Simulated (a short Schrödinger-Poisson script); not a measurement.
System: MOS inversion layer, SiO2 on p-type Si(100), at 400 K.

```
layer  material  thickness (nm)  Na (cm⁻³)
-----  --------  --------------  ---------
1          SiO2             3.7          -
2            Si             200     4.7e18
```

Constants are typed, rounded textbook-type inputs, not results; the design itself was drawn at random and stands for no fabricated device. SiO2: permittivity 3.9, conduction-band edge (eV) 3.15, gap (eV) 9, electron mass (mₑ) 0.5. Si: permittivity 11.7, conduction-band edge (eV) 0, gap (eV) 1.124, Nv at 300 K (cm⁻³) 3.1e19.

Channel valleys (confinement mass, in-plane density-of-states mass, number): Δ2 0.916, 0.19, 2; Δ4 0.19, 0.417, 4. At the gate the conduction-band edge of layer 1 lies 3.57 eV − eVg above the Fermi level of the channel; the field vanishes at the back. Gaps are held at their typed values at every temperature. Mesh 0.03 nm at interfaces.

Solved with a short Schrödinger-Poisson script written for these runs: 1D Poisson equation in equilibrium, electrons quantum, Hartree (BenDaniel-Duke, 12 states a valley, the channel's in-plane mass for all, wave functions free to enter the dielectric), parabolic valleys, classical holes, full ionisation, no traps, pinning or gate leakage.

Only gate voltages with over 1e8 electrons/cm² are shown.

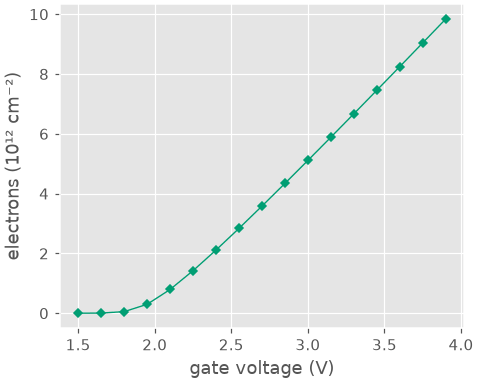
Figure. Sheet density against gate voltage

```
Vg (V)  electrons (cm⁻²)  C (μF/cm²)  Δ2 E0 (meV)  Δ2 E1 (meV)  Δ4 E0 (meV)  Δ4 E1 (meV)
------  ----------------  ----------  -----------  -----------  -----------  -----------
1.5               5.27e8       0.393        329.5        458.2        417.8        624.0
1.8              5.31e10       0.439        168.9        307.4        262.8        486.5
2.1              7.94e11       0.718         73.3        218.8        171.2        405.3
2.4              2.11e12       0.799         36.2        186.9        137.2        376.5
2.7              3.58e12       0.826         14.3        169.7        118.1        361.3
3                5.11e12       0.839         -1.7        158.2        104.7        351.3
3.3              6.67e12       0.848        -14.7        149.6         94.1            -
3.6              8.25e12       0.854            -            -            -            -
3.9              9.84e12       0.858            -            -            -            -
```

Subbands count from the Fermi level; a dash marks a level above the dielectric's band edge.
